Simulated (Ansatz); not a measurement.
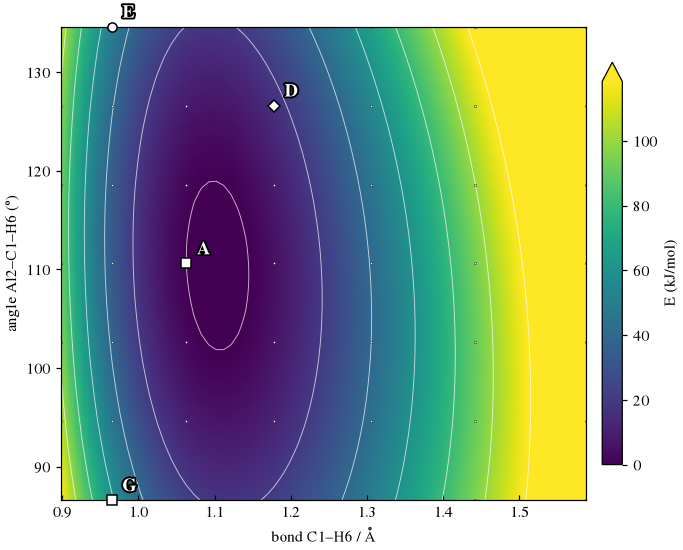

CH4AlCl, SMILES [CH3][AlH][Cl]. Two internal coordinates are moved rigidly from the geometry relaxed at PBE0-D4/def2-TZVP, all others fixed. The first coordinate is: bond C1–H6; the second: angle Al2–C1–H6. Grid: 7 × 7 points. Energies: kJ/mol, counted from the lowest grid point. Theory: Ansatz, RKS PBE-D4/def2-TZVPP.

Drawn: a smooth colour map with a few white contour lines, dots at the grid points, one colour for all values above the top of the scale, lettered points. Between grid points the surface is interpolated.

Is D the lowest point of the computed grid?

Answer. No. D lies 16 kJ/mol above the lowest grid point, which is at bond C1–H6 = 1.063 Å, angle Al2–C1–H6 = 110.6°.

Rank the lettered points by energy, lowest first.

Answer. A (0 kJ/mol), D (16 kJ/mol), E (52 kJ/mol), G (62 kJ/mol).
